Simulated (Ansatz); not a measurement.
## From InH3 to InCl3: predicting a member

Gas-phase molecules. On one In centre, n of the H ligands are replaced by Cl. The HOMO–LUMO gap y in eV at wB97M-V/def2-TZVPP. Shapes: PBE0-D4/def2-TZVP. Programs: Ansatz 0.2.0.

| molecule | n | y (eV) |
| --- | --- | --- |
| InH3 | 0 | 9.94 |
| InH2Cl | 1 | 9.96 |
| InHCl2 | 2 | ? |
| InCl3 | 3 | 10.83 |

Fit y = c + s·n to the known rows and predict InHCl2.


1. Means of the 3 rows: n = 1.33333, y = 10.243.
2. Σ(Δn)² = 4.6667, Σ(Δn·Δy) = 1.4767, so the slope is 1.4767/4.6667 = 0.31643.
3. Intercept: 10.243 − (0.31643) × 1.33333 = 9.821. The largest residual of the fit is 0.18.
4. InHCl2: 9.821 + (0.31643) × 2 = 10.45 eV.

The run gave 10.76 eV, so the prediction is off by -0.31 eV, more than the largest residual. The steps per swap are uneven (+0.02, +0.80, +0.07), so a line is a poor model. Other levels give for InHCl2: SPW92/def2-TZVPP 4.74; r2SCAN-D4/def2-TZVPP 5.48; r2SCAN0-D4/def2-TZVPP 7.35 eV. Orbital gaps aren't excitation energies, and the LUMO depends on the basis. At 8 other levels on record the series doesn't rise at every step. For atoms past krypton def2 sets carry core potentials with scalar relativity.

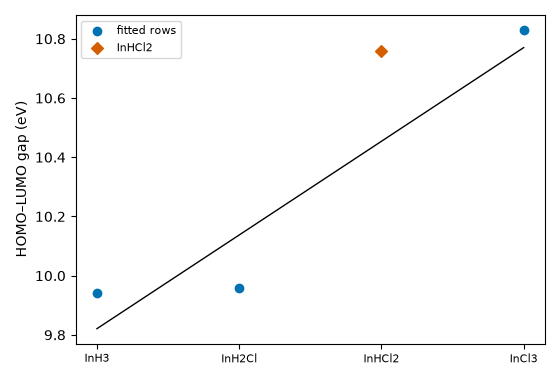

The fitted line, with the withheld member.
